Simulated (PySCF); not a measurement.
**BH: spin, charge, geometry and surroundings**

One physical setting of the base script is moved in each run, with the edits that it forces.

Program: PySCF 2.14.0. Level of theory: each script names its method and basis. These are calculated values, not measurements.

1 further run of the same task is left out (it didn't finish).

## (1) The starting structure

BH: 2 atoms, charge 0, spin multiplicity 1.

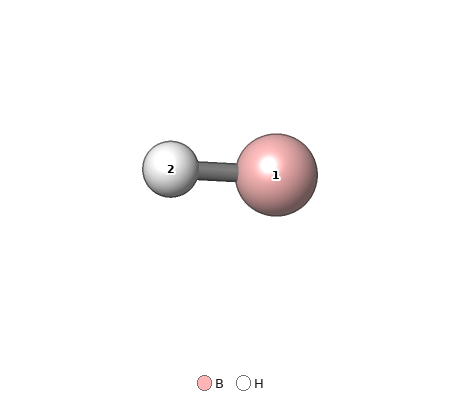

As it starts; boron pink, hydrogen white; atoms are numbered from 1 in the order of the file.

## (2) The base run

input.py reads:

```python
from pyscf import gto, dft

mol = gto.M(
    atom='B 0 0 0; H 0 0 1.135',
    basis='sto-3g',
    charge=0,
    spin=0,
    symmetry=True,
    verbose=4,
)
mf = dft.UKS(mol, xc='pw91')
mf.kernel()
mf.dip_moment()
print('orbital energies (hartree):', [e[max(0, n-3):n+3].round(4) for e, n in zip(mf.mo_energy, mol.nelec)])
```

Command:

```bash
$ OMP_NUM_THREADS=1 python input.py
```

The log of this run is left out.

In short: E(SCF) = -24.882772 Eh, 5 cycles, μ = 1.06 D.

The bond length is a typed value, not an optimised one.

## (3) Bond 1.703 Å

Run 1 changes bond length: 1.135 Å → 1.703 Å.

input.py, as its differences from that of step 2:

```diff
@@ -3,3 +3,3 @@
 mol = gto.M(
-    atom='B 0 0 0; H 0 0 1.135',
+    atom='B 0 0 0; H 0 0 1.703',
     basis='sto-3g',
```

Command:

```bash
$ OMP_NUM_THREADS=1 python input.py
```

Output, cut to the lines that bear on the results:

```text
[lines on the frontier levels of each cycle are left out]
PySCF version 2.14.0

[INPUT] verbose = 4
[INPUT] num. atoms = 2
[INPUT] num. electrons = 6
[INPUT] charge = 0
[INPUT] spin (= nelec alpha-beta = 2S) = 0
[INPUT] symmetry True subgroup None
[INPUT] Mole.unit = angstrom
[INPUT] Symbol           X                Y                Z      unit          X                Y                Z       unit  Magmom
[INPUT]  1 B      0.000000000000   0.000000000000   0.000000000000 AA    0.000000000000   0.000000000000   0.000000000000 Bohr   0.0
[INPUT]  2 H      0.000000000000   0.000000000000   1.703000000000 AA    0.000000000000   0.000000000000   3.218203590134 Bohr   0.0

nuclear repulsion = 1.55366180540223
point group symmetry = Coov
symmetry origin: [0.         0.         0.53636727]
symmetry axis x: [1. 0. 0.]
symmetry axis y: [0. 1. 0.]
symmetry axis z: [0. 0. 1.]
num. orbitals of irrep A1 = 4
num. orbitals of irrep E1x = 1
num. orbitals of irrep E1y = 1
number of shells = 4
number of NR pGTOs = 18
number of NR cGTOs = 6
basis = sto-3g
ecp = {}

******** <class 'pyscf.dft.uks_symm.SymAdaptedUKS'> ********
method = SymAdaptedUKS
initial guess = minao
damping factor = 0
level_shift factor = 0
DIIS = <class 'pyscf.scf.diis.CDIIS'>
diis_start_cycle = 1
diis_space = 8
diis_damp = 0
SCF conv_tol = 1e-09
SCF conv_tol_grad = None
SCF max_cycles = 50
direct_scf = True
direct_scf_tol = 1e-13
number electrons alpha = 3  beta = 3
XC library pyscf.dft.libxc version 7.0.0
    S. Lehtola, C. Steigemann, M. J.T. Oliveira, and M. A.L. Marques.,  SoftwareX 7, 1–5 (2018)
XC functionals = pw91
    J. P. Perdew. In P. Ziesche and H. Eschrig, editors, Proceedings of the 75. WE-Heraeus-Seminar and 21st Annual International Symposium on Electronic Structure of Solids, 11. Berlin, 1991. Akademie Verlag.
    J. P. Perdew, J. A. Chevary, S. H. Vosko, K. A. Jackson, M. R. Pederson, D. J. Singh, and C. Fiolhais.,  Phys. Rev. B 46, 6671 (1992)
    J. P. Perdew, J. A. Chevary, S. H. Vosko, K. A. Jackson, M. R. Pederson, D. J. Singh, and C. Fiolhais.,  Phys. Rev. B 48, 4978 (1993)
    J. P. Perdew. In P. Ziesche and H. Eschrig, editors, Proceedings of the 75. WE-Heraeus-Seminar and 21st Annual International Symposium on Electronic Structure of Solids, 11. Berlin, 1991. Akademie Verlag.
    J. P. Perdew, J. A. Chevary, S. H. Vosko, K. A. Jackson, M. R. Pederson, D. J. Singh, and C. Fiolhais.,  Phys. Rev. B 46, 6671 (1992)
    J. P. Perdew, J. A. Chevary, S. H. Vosko, K. A. Jackson, M. R. Pederson, D. J. Singh, and C. Fiolhais.,  Phys. Rev. B 48, 4978 (1993)
radial grids:
    Treutler-Ahlrichs [JCP 102, 346 (1995); DOI:10.1063/1.469408] (M4) radial grids

becke partition: Becke, JCP 88, 2547 (1988); DOI:10.1063/1.454033
pruning grids: <function nwchem_prune>
grids dens level: 3
symmetrized grids: True
atomic radii adjust function: <function treutler_atomic_radii_adjust>
small_rho_cutoff = 0
Freeze 0 electrons in irreps []
    6 free electrons in irreps A1 E1x E1y
Set gradient conv threshold to 3.16228e-05
tot grids = 23856
init E= -24.6713302169611
cycle= 1 E= -24.8295053991595  delta_E= -0.158  |g|= 0.117  |ddm|= 0.912
cycle= 2 E= -24.7991252251008  delta_E= 0.0304  |g|= 0.196  |ddm|= 0.584
cycle= 3 E= -24.8458067318823  delta_E= -0.0467  |g|= 0.00875  |ddm|= 0.404
cycle= 4 E= -24.8459234996375  delta_E= -0.000117  |g|= 0.000595  |ddm|= 0.0281
cycle= 5 E= -24.84592390424  delta_E= -4.05e-07  |g|= 3.04e-05  |ddm|= 0.00102
cycle= 6 E= -24.8459239055992  delta_E= -1.36e-09  |g|= 6.87e-06  |ddm|= 0.000103
cycle= 7 E= -24.8459239056616  delta_E= -6.24e-11  |g|= 4.67e-06  |ddm|= 3.44e-05
Extra cycle  E= -24.8459239055984  delta_E= 6.32e-11  |g|= 8.64e-06  |ddm|= 2.77e-05
converged SCF energy = -24.8459239055984  <S^2> = 1.1679546e-13  2S+1 = 1
Dipole moment(X, Y, Z, Debye):  0.00000,  0.00000, -0.26275
orbital energies (hartree): [array([-6.2867e+00, -2.7810e-01, -9.3100e-02, -1.9000e-03, -1.9000e-03,
        1.7520e-01]), array([-6.2867e+00, -2.7810e-01, -9.3100e-02, -1.9000e-03, -1.9000e-03,
        1.7520e-01])]
```

It took 1.4 s on 1 thread of Intel Xeon Platinum 8488C, shared host.

Outcome: E(SCF) = -24.845924 Eh (+1.0027 eV from the base), 7 cycles, μ = 0.26 D (reversed against the base).

On a stretched bond a closed-shell solution can lie well above a spin-broken one, which wasn't sought.

## (4) PCM, ε = 20.5

Run 2 changes solvent: none (gas phase) → PCM, ε = 20.5.

input.py, as its differences from that of step 2:

```diff
@@ -1,2 +1,2 @@
-from pyscf import gto, dft
+from pyscf import gto, dft, solvent
 
@@ -11,2 +11,4 @@
 mf = dft.UKS(mol, xc='pw91')
+mf = solvent.PCM(mf)
+mf.with_solvent.eps = 20.5
 mf.kernel()
```

Command:

```bash
$ OMP_NUM_THREADS=1 python input.py
```

Output, cut to the lines that bear on the results:

```text
[lines on the frontier levels of each cycle are left out]
[... 11 set-up lines left out, the same as in an earlier log ...]
[INPUT]  2 H      0.000000000000   0.000000000000   1.135000000000 AA    0.000000000000   0.000000000000   2.144839151381 Bohr   0.0
[... 1 set-up line left out, the same as in an earlier log ...]
nuclear repulsion = 2.33117714061674
[... 1 set-up line left out, the same as in an earlier log ...]
symmetry origin: [0.         0.         0.35747319]
[... 12 set-up lines left out, the same as in an earlier log ...]
******** <class 'pyscf.solvent._attach_solvent.PCMSymAdaptedUKS'> ********
method = PCMSymAdaptedUKS
[... 31 set-up lines left out, the same as in an earlier log ...]
******** <class 'pyscf.solvent.pcm.PCM'> (In testing) ********
[... 1 set-up line left out, the same as in an earlier log ...]
WARN: PCM is an experimental feature. It is still in testing.
Features and APIs may be changed in the future.
[... 1 set-up line left out, the same as in an earlier log ...]
lebedev_order = 29 (302 grids per sphere)
eps = 20.5
frozen = False
[... 4 set-up lines left out, the same as in an earlier log ...]
PCM E_diel = -0.00398084648645413
Solvent Energy = -0.00398084648645413
init E= -24.767641645797
PCM E_diel = -0.00244298731748032
Solvent Energy = -0.00244298731748032
cycle= 1 E= -24.8833931509677  delta_E= -0.116  |g|= 0.04  |ddm|= 1.04
PCM E_diel = -0.00222826670668721
Solvent Energy = -0.00222826670668721
cycle= 2 E= -24.8849057833819  delta_E= -0.00151  |g|= 0.00696  |ddm|= 0.12
PCM E_diel = -0.00220052726580137
Solvent Energy = -0.00220052726580137
cycle= 3 E= -24.8849454202209  delta_E= -3.96e-05  |g|= 0.00132  |ddm|= 0.0142
PCM E_diel = -0.00221408924616807
Solvent Energy = -0.00221408924616807
cycle= 4 E= -24.8849471215986  delta_E= -1.7e-06  |g|= 1.59e-05  |ddm|= 0.0035
PCM E_diel = -0.00221402606386964
Solvent Energy = -0.00221402606386964
cycle= 5 E= -24.8849471220476  delta_E= -4.49e-10  |g|= 1.68e-06  |ddm|= 6.94e-05
PCM E_diel = -0.00221403826140254
Solvent Energy = -0.00221403826140254
Extra cycle  E= -24.8849471220515  delta_E= -3.82e-12  |g|= 4.74e-07  |ddm|= 4.89e-06
converged SCF energy = -24.8849471220515  <S^2> = 6.6746608e-13  2S+1 = 1
Dipole moment(X, Y, Z, Debye):  0.00000,  0.00000,  1.10265
orbital energies (hartree): [array([-6.2575, -0.3788, -0.0674,  0.0122,  0.0122,  0.5058]), array([-6.2575, -0.3788, -0.0674,  0.0122,  0.0122,  0.5058])]
```

Run time: 1.8 s. Hardware: 1 thread of Intel Xeon Platinum 8488C, shared host.

This run: E(SCF) = -24.884947 Eh (-0.0592 eV from the base), 5 cycles, μ = 1.10 D.

## (5) Bond 1.419 Å

Run 3 changes bond length: 1.135 Å → 1.419 Å.

input.py, as its differences from that of step 2:

```diff
@@ -3,3 +3,3 @@
 mol = gto.M(
-    atom='B 0 0 0; H 0 0 1.135',
+    atom='B 0 0 0; H 0 0 1.419',
     basis='sto-3g',
```

Command:

```bash
$ OMP_NUM_THREADS=1 python input.py
```

Output, cut to the lines that bear on the results:

```text
[lines on the frontier levels of each cycle are left out]
[... 11 set-up lines left out, the same as in an earlier log ...]
[INPUT]  2 H      0.000000000000   0.000000000000   1.419000000000 AA    0.000000000000   0.000000000000   2.681521370758 Bohr   0.0
[... 1 set-up line left out, the same as in an earlier log ...]
nuclear repulsion = 1.86461314630021
[... 1 set-up line left out, the same as in an earlier log ...]
symmetry origin: [0.         0.         0.44692023]
[... 49 set-up lines left out, the same as in an earlier log ...]
init E= -24.7089528118128
cycle= 1 E= -24.8778058259293  delta_E= -0.169  |g|= 0.0642  |ddm|= 0.97
cycle= 2 E= -24.8798200732523  delta_E= -0.00201  |g|= 0.0469  |ddm|= 0.184
cycle= 3 E= -24.8819883476971  delta_E= -0.00217  |g|= 0.00847  |ddm|= 0.108
cycle= 4 E= -24.8820764921033  delta_E= -8.81e-05  |g|= 6.93e-05  |ddm|= 0.0241
cycle= 5 E= -24.882076498077  delta_E= -5.97e-09  |g|= 1.16e-05  |ddm|= 0.00021
cycle= 6 E= -24.8820764982516  delta_E= -1.75e-10  |g|= 2.54e-06  |ddm|= 3.65e-05
Extra cycle  E= -24.8820764982517  delta_E= -8.88e-14  |g|= 2.58e-06  |ddm|= 1.11e-05
converged SCF energy = -24.8820764982517  <S^2> = 4.8006044e-13  2S+1 = 1
Dipole moment(X, Y, Z, Debye):  0.00000,  0.00000,  0.45085
orbital energies (hartree): [array([-6.2715, -0.3181, -0.0835,  0.0073,  0.0073,  0.2973]), array([-6.2715, -0.3181, -0.0835,  0.0073,  0.0073,  0.2973])]
```

It took 0.96 s on 1 thread of Intel Xeon Platinum 8488C, shared host.

Result: E(SCF) = -24.882076 Eh (+0.0189 eV from the base), 6 cycles, μ = 0.45 D.

On a stretched bond a closed-shell solution can lie well above a spin-broken one, which wasn't sought.

## (6) Bond 1.214 Å

Run 4 changes bond length: 1.135 Å → 1.214 Å.

input.py, as its differences from that of step 2:

```diff
@@ -3,3 +3,3 @@
 mol = gto.M(
-    atom='B 0 0 0; H 0 0 1.135',
+    atom='B 0 0 0; H 0 0 1.214',
     basis='sto-3g',
```

Command:

```bash
$ OMP_NUM_THREADS=1 python input.py
```

Output, cut to the lines that bear on the results:

```text
[lines on the frontier levels of each cycle are left out]
[... 11 set-up lines left out, the same as in an earlier log ...]
[INPUT]  2 H      0.000000000000   0.000000000000   1.214000000000 AA    0.000000000000   0.000000000000   2.294127515222 Bohr   0.0
[... 1 set-up line left out, the same as in an earlier log ...]
nuclear repulsion = 2.17947780444811
[... 1 set-up line left out, the same as in an earlier log ...]
symmetry origin: [0.         0.         0.38235459]
[... 49 set-up lines left out, the same as in an earlier log ...]
init E= -24.7475405571767
cycle= 1 E= -24.8871102512254  delta_E= -0.14  |g|= 0.0468  |ddm|= 1.02
cycle= 2 E= -24.8891428656843  delta_E= -0.00203  |g|= 0.0135  |ddm|= 0.132
cycle= 3 E= -24.8892878092825  delta_E= -0.000145  |g|= 0.0036  |ddm|= 0.0291
cycle= 4 E= -24.8893009256174  delta_E= -1.31e-05  |g|= 2.1e-05  |ddm|= 0.00941
cycle= 5 E= -24.8893009264326  delta_E= -8.15e-10  |g|= 3.24e-06  |ddm|= 9.4e-05
Extra cycle  E= -24.8893009264476  delta_E= -1.5e-11  |g|= 1.4e-06  |ddm|= 1.13e-05
converged SCF energy = -24.8893009264476  <S^2> = 4.0309978e-12  2S+1 = 1
Dipole moment(X, Y, Z, Debye):  0.00000,  0.00000,  0.91161
orbital energies (hartree): [array([-6.2615, -0.363 , -0.0701,  0.0106,  0.0106,  0.4342]), array([-6.2615, -0.363 , -0.0701,  0.0106,  0.0106,  0.4342])]
```

Run time: 1.2 s. Hardware: 1 thread of Intel Xeon Platinum 8488C, shared host.

This run: E(SCF) = -24.889301 Eh (-0.1777 eV from the base), 5 cycles, μ = 0.91 D.

## (7) Lengths in bohr

Run 5 changes length unit: angstrom → bohr; bond length: 1.135 Å → 1.135 bohr.

input.py, as its differences from that of step 2:

```diff
@@ -7,2 +7,3 @@
     spin=0,
+    unit='bohr',
     symmetry=True,
```

Command:

```bash
$ OMP_NUM_THREADS=1 python input.py
```

Output, cut to the lines that bear on the results:

```text
[lines on the frontier levels of each cycle are left out]
[... 8 set-up lines left out, the same as in an earlier log ...]
[INPUT] Mole.unit = bohr
[... 2 set-up lines left out, the same as in an earlier log ...]
[INPUT]  2 H      0.000000000000   0.000000000000   0.600616134394 AA    0.000000000000   0.000000000000   1.135000000000 Bohr   0.0
[... 1 set-up line left out, the same as in an earlier log ...]
nuclear repulsion = 4.40528634361233
[... 1 set-up line left out, the same as in an earlier log ...]
symmetry origin: [0.         0.         0.18916667]
[... 49 set-up lines left out, the same as in an earlier log ...]
init E= -24.5841236728549
cycle= 1 E= -24.2867707393662  delta_E= 0.297  |g|= 0.0587  |ddm|= 1.42
cycle= 2 E= -24.2885009053745  delta_E= -0.00173  |g|= 0.00452  |ddm|= 0.173
cycle= 3 E= -24.2885102493681  delta_E= -9.34e-06  |g|= 0.000549  |ddm|= 0.0139
cycle= 4 E= -24.2885104005671  delta_E= -1.51e-07  |g|= 1.05e-05  |ddm|= 0.00224
cycle= 5 E= -24.2885104006366  delta_E= -6.94e-11  |g|= 1.39e-07  |ddm|= 4.44e-05
Extra cycle  E= -24.2885104006366  delta_E= -1.78e-14  |g|= 1.56e-08  |ddm|= 4.12e-07
converged SCF energy = -24.2885104006366  <S^2> = -2.220446e-15  2S+1 = 1
Dipole moment(X, Y, Z, Debye):  0.00000,  0.00000,  1.27902
orbital energies (hartree): [array([-6.3819, -0.5046, -0.0788, -0.0365, -0.0365,  1.3769]), array([-6.3819, -0.5046, -0.0788, -0.0365, -0.0365,  1.3769])]
```

Run time: 1.1 s. Hardware: 1 thread of Intel Xeon Platinum 8488C, shared host.

The length unit (bohr) was meant as a poor choice, so the numbers below may not describe BH as the base run means it. This run: E(SCF) = -24.288510 Eh, 5 cycles, μ = 1.28 D.

## (8) Electric field 0.005 a.u.

Run 6 changes electric field: none → 0.005 a.u.; point-group symmetry: on → off.

input.py, as its differences from that of step 2:

```diff
@@ -7,3 +7,2 @@
     spin=0,
-    symmetry=True,
     verbose=4,
@@ -11,2 +10,7 @@
 mf = dft.UKS(mol, xc='pw91')
+field = 0.005  # electric field along z, atomic units
+h = mf.get_hcore() + field*mol.intor('int1e_r')[2]
+mf.get_hcore = lambda *args: h
+e_nuc = mol.energy_nuc() - field*mol.atom_charges() @ mol.atom_coords()[:, 2]
+mf.energy_nuc = lambda *args: e_nuc
 mf.kernel()
```

Command:

```bash
$ OMP_NUM_THREADS=1 python input.py
```

Output:

```text
[... 7 set-up lines left out, the same as in an earlier log ...]
[INPUT] symmetry False subgroup None
[... 12 set-up lines left out, the same as in an earlier log ...]
******** <class 'pyscf.dft.uks.UKS'> ********
method = UKS
[... 28 set-up lines left out, the same as in an earlier log ...]
symmetrized grids: False
[... 4 set-up lines left out, the same as in an earlier log ...]
init E= -24.764439500889
[... the frontier-level lines of each cycle are left out ...]
cycle= 1 E= -24.8831231312811  delta_E= -0.119  |g|= 0.0422  |ddm|= 1.04
cycle= 2 E= -24.8848763956746  delta_E= -0.00175  |g|= 0.00677  |ddm|= 0.136
cycle= 3 E= -24.8849132176398  delta_E= -3.68e-05  |g|= 0.00148  |ddm|= 0.0139
cycle= 4 E= -24.8849152148049  delta_E= -2e-06  |g|= 1.89e-05  |ddm|= 0.00364
cycle= 5 E= -24.8849152153926  delta_E= -5.88e-10  |g|= 2.33e-06  |ddm|= 7.82e-05
Extra cycle  E= -24.8849152153992  delta_E= -6.64e-12  |g|= 8.69e-07  |ddm|= 7.53e-06
converged SCF energy = -24.8849152153992  <S^2> = 1.1106671e-12  2S+1 = 1
Dipole moment(X, Y, Z, Debye): -0.00000, -0.00000,  1.12126
orbital energies (hartree): [array([-6.2562, -0.3775, -0.066 ,  0.0116,  0.0116,  0.5084]), array([-6.2562, -0.3775, -0.066 ,  0.0116,  0.0116,  0.5084])]
```

Run time: 1 s. Hardware: 1 thread of Intel Xeon Platinum 8488C, shared host.

This run: E(SCF) = -24.884915 Eh (-0.0583 eV from the base), 5 cycles, μ = 1.12 D.

## (9) Comparison

```tsv
run	E(SCF) (hartree)	from base (eV)	cycles	gap (eV)	SCF dipole (D)
base	-24.882772	0	5	2.05	1.06
bond 1.703 Å	-24.845924	+1.0027	7	2.48	0.26
PCM, ε = 20.5	-24.884947	-0.0592	5	2.17	1.10
bond 1.419 Å	-24.882076	+0.0189	6	2.47	0.45
bond 1.214 Å	-24.889301	-0.1777	5	2.20	0.91
lengths in bohr (poor choice)	-24.288510	not comparable	5	1.15	1.28
electric field 0.005 a.u.	-24.884915	-0.0583	5	2.11	1.12
```

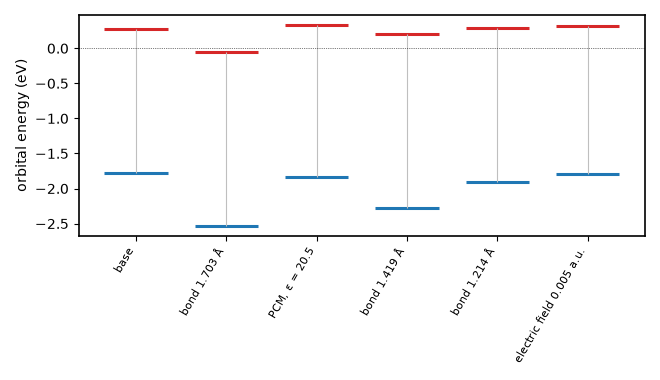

Frontier levels by run: filled blue, empty red. Unsound runs are left out.

What this shows: The largest comparable shift of the SCF energy, +1.003 eV, comes with the run “bond 1.703 Å”. A continuum solvent with ε = 20.5 lowers the energy by 0.059 eV. Rows marked «poor choice» come from settings spoiled on purpose.
